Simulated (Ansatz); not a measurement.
**BrH7Si4 (SMILES Br[SiH]1[SiH2][SiH2][SiH2]1): density, localisation and related maps**

The calculation's input:

```
crystal:
  periodic: [false, false, false]
  atoms:
    - { symbol: Br, position_ang: [2.1601, -2.0742, 0.9353] }
    - { symbol: Si, position_ang: [0.9234, -1.1111, -0.6124] }
    - { symbol: Si, position_ang: [-1.275, -0.975, -0.0238] }
    - { symbol: Si, position_ang: [-0.7628, 1.0208, 0.9703] }
    - { symbol: Si, position_ang: [0.9854, 1.1651, -0.4982] }
    - { symbol: H, position_ang: [1.1822, -1.6838, -1.9627] }
    - { symbol: H, position_ang: [-2.1742, -0.8061, -1.1993] }
    - { symbol: H, position_ang: [-1.7499, -2.0304, 0.9136] }
    - { symbol: H, position_ang: [-0.3171, 0.8629, 2.3812] }
    - { symbol: H, position_ang: [-1.7985, 2.0767, 0.7988] }
    - { symbol: H, position_ang: [0.5939, 1.8147, -1.7803] }
    - { symbol: H, position_ang: [2.2327, 1.7402, 0.0777] }
basis:
  gaussian:
    orbitals: def2-SVP
hamiltonian:
  xc: pbe0
output:
  orbitals: {}
  forces: true
```

Run with:

```sh
python run_methods.py
```

Not at a stationary point (largest force 1.4 eV/Å).

The calculation used SCF PBE0, Gaussian basis in Ansatz 0.2.0.

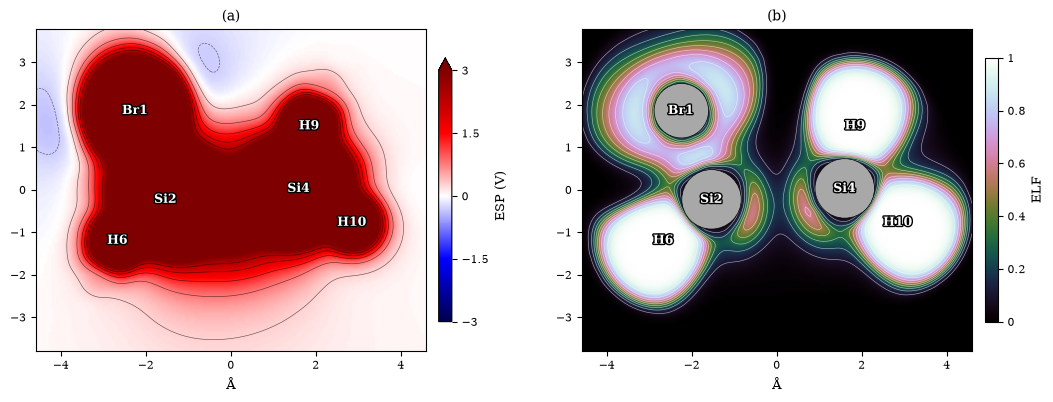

Figure 1. (a) electrostatic potential; (b) electron localisation function on the plane of atoms Br1, Si2 and H6. Grey discs cover the atomic cores in the ELF map.

Read the bonding off the picture.

Atoms in the plane: Br, Si and H. Si–Br (2.20 Å): the ELF peaks at about 0.85 between the atoms, as expected for a shared but strongly polarised pair. Si–H (1.49 Å): the ELF climbs to about 1 towards the hydrogen, as it does in any bond to H. The ELF also peaks beside Br1, away from the bonds: lone-pair regions. Outside the dense part of the molecule the potential is most negative (−0.4 V) near Br1.

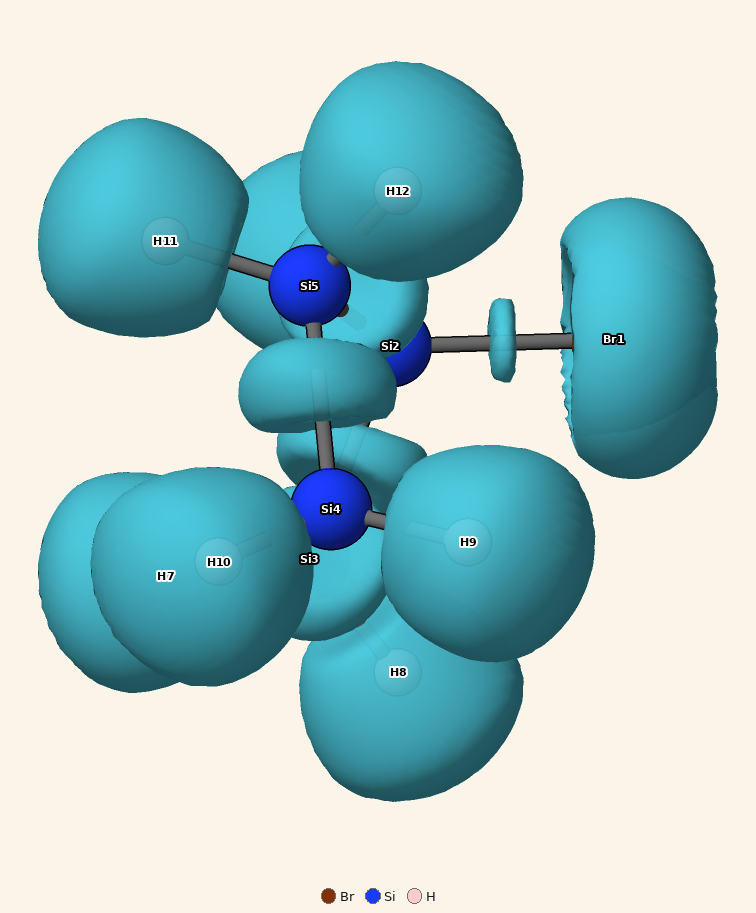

Figure 2. Isosurface of the ELF at 0.8 (cyan), seen at an oblique angle. Core shells and regions of very low density are left out.

What do the ELF domains correspond to?

The ELF exceeds this value in one region between bonded Br–Si atoms (shared pairs), four regions between bonded Si–Si atoms (shared pairs), seven regions around hydrogen nuclei and one ring or bowl of non-bonding electrons around Br. Along the contacts the grid gives the following. Si–Si (2.28 Å): the ELF peaks at about 1 between the atoms (a shared electron pair).

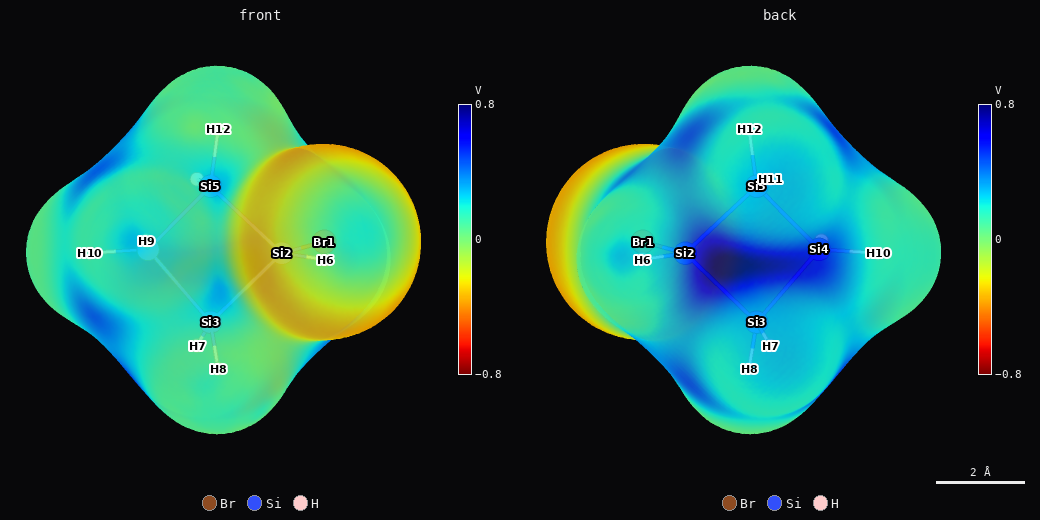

Figure 3. The molecular electrostatic potential painted on the density surface at 0.001 e/bohr³, seen from the front and from behind; the colour scale runs from red (negative) to blue (positive).

Which sites attract a positive test charge, and which a negative one?

A positive charge is drawn to the negative regions and a negative charge to the positive ones. The most negative region (about −0.4 V, or −9 kcal/mol for a unit charge) lies over Br1, the most positive (about +0.8 V, or +18 kcal/mol for a unit charge) over Si2, Si3 and Si5. Br1 shows a σ-hole: about +0.2 V at the tip opposite its bond, against about −0.3 V, or −7 kcal/mol for a unit charge on its flanks.
